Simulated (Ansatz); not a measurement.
Reaction (SMILES): O=CO + 3 [H][H] (H2) → C (CH4) + 2 O (H2O)
B3LYP-D3(BJ)/def2-TZVP geometries, fixed; electronic energies without zero-point terms.
Largest species:
```
C
O 1 1.1967
O 1 1.3439 2 125.18
H 3 0.9719 1 107.71 2 0.00
H 1 1.0974 2 125.25 3 -180.00
```

Basis-set convergence of the energy of full hydrogenation at HF with Ansatz (a quantum-chemistry and plane-wave program). All functions are spherical. Species with rotatable bonds are taken in one conformer. No added dispersion term, no relativity. Functions are those of the species that has most. Reference: the value in aug-pcseg-3, -56.58 kcal/mol, itself unsure by roughly 0.10 kcal/mol (its mean distance from aug-cc-pVQZ, cc-pV5Z, def2-QZVPPD). Deviations are taken from unrounded values.

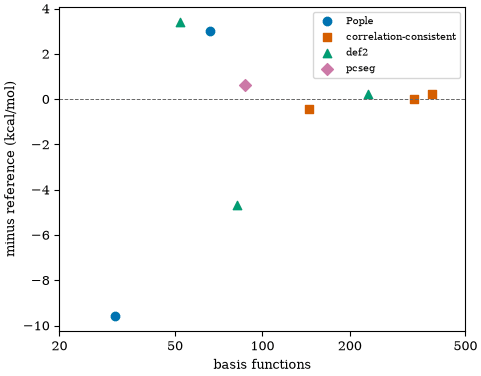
*Deviation from the reference against the number of basis functions, by family of sets.*

| basis | functions | energy of full hydrogenation (kcal/mol) | minus reference (kcal/mol) |
|---|---|---|---|
| 6-31G | 31 | -66.17 | -9.59 |
| def2-SVP | 52 | -53.15 | 3.43 |
| 6-311G** | 66 | -53.56 | 3.02 |
| def2-SVPD | 82 | -61.24 | -4.66 |
| aug-pcseg-1 | 87 | -55.96 | 0.62 |
| jun-cc-pV(T+d)Z | 145 | -57.02 | -0.45 |
| def2-QZVPP | 231 | -56.34 | 0.24 |
| aug-cc-pVQZ | 332 | -56.56 | 0.02 |
| cc-pV5Z | 383 | -56.36 | 0.22 |
